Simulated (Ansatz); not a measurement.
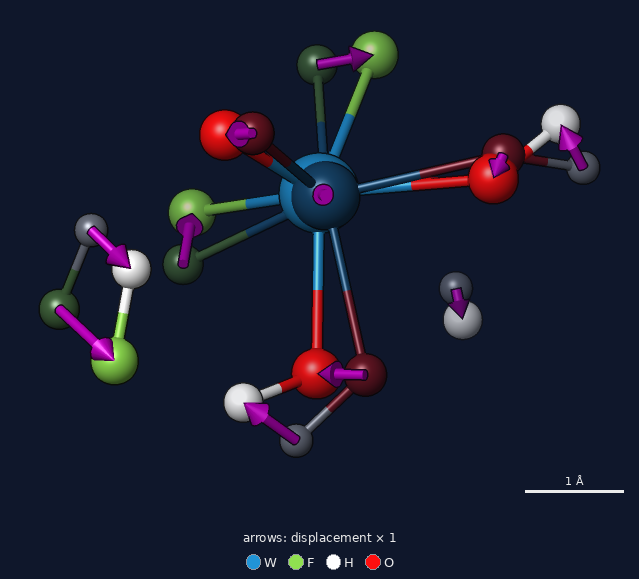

This is a relaxation of WH4O3F3 (multiplicity 2). The starting structure is drawn faded, the final one solid; purple arrows show the displacements, at their true length. The two geometries are superimposed by the best rigid fit.

The picture is a ball-and-stick view, seen from a free direction.

The run prepares an end point of a later path (reaction) calculation, from a guessed geometry.

All numbers below come from Ansatz 0.2.0, UKS PBE/def2-SVP. Settings: collinear spin; force threshold 0.03 eV/Å; at most 50 steps.

**What did the optimiser do to the structure, and how much energy did it gain?**

Over 17 accepted moves (20 points after the start) the energy falls by 0.372 eV. The largest force component goes from 0.97 to 0.024 eV/Å. The line search rejected the trial steps at points 11, 13, 16 of the run. The largest move after the best rigid fit is that of an F atom, 1.02 Å. Largest moves by element: F 1.02 Å, H 0.77 Å, O 0.58 Å, W 0.27 Å. Near-neighbour distances that change, for instance: F–W 3.145 → 3.353 Å, H–W 2.821 → 2.863 Å, O–W 1.908 → 1.873 Å, F–W 1.866 → 1.892 Å. Among the angles between lasting bonds that change: W–O–H 135.0° → 124.6°, F–W–O 89.2° → 82.5°, F–W–O 84.0° → 90.2°. Groups turn about O–W by about 65°, O–W by about 60°. The run took 82 s on 4 threads of Arm Neoverse V2 (shared host), peak memory 0.25 GiB.
